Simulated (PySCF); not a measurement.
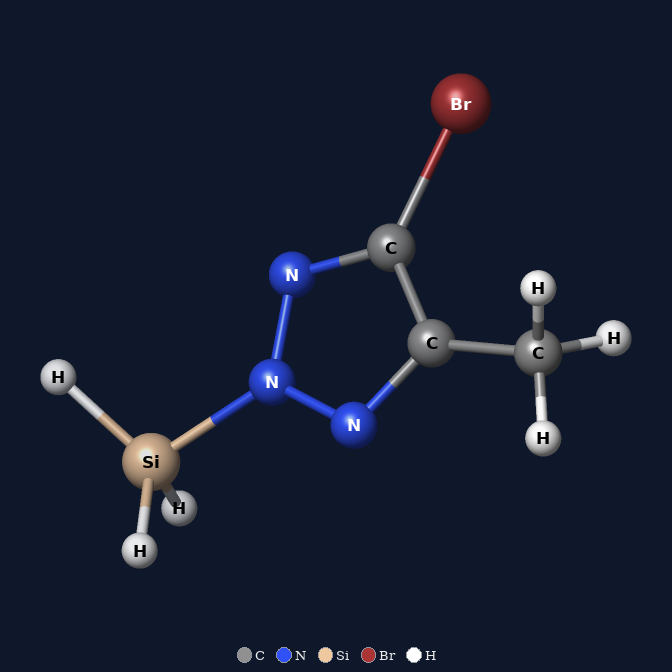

Computed geometry: GFN2-xTB optimisation. No frequency run is at hand to confirm it as a minimum. Properties computed with ωB97X-D/def2-SVPD, gas phase (PySCF 2.14.0). Excitations: vertical, linear response.

What does the calculation give?

The species is C3H6BrN3Si (`Cc1nn([SiH3])nc1Br`).
- dipole moment: 1.48 D
- HOMO energy (Kohn–Sham orbital): −9.13 eV
- LUMO energy (Kohn–Sham orbital): 1.16 eV
- HOMO–LUMO gap: 10.30 eV
- mean static polarisability: 102.2 bohr³
- lowest vertical singlet excitation: 6.08 eV
- its oscillator strength: 0.105
- brightest of the 8 lowest singlets: 6.11 eV
- its oscillator strength: 0.18

The geometry is semi-empirical. Around Br, Si such bond lengths and angles can be off by a tenth of an ångström or more and by several degrees, and values that hang on the shape move with them.
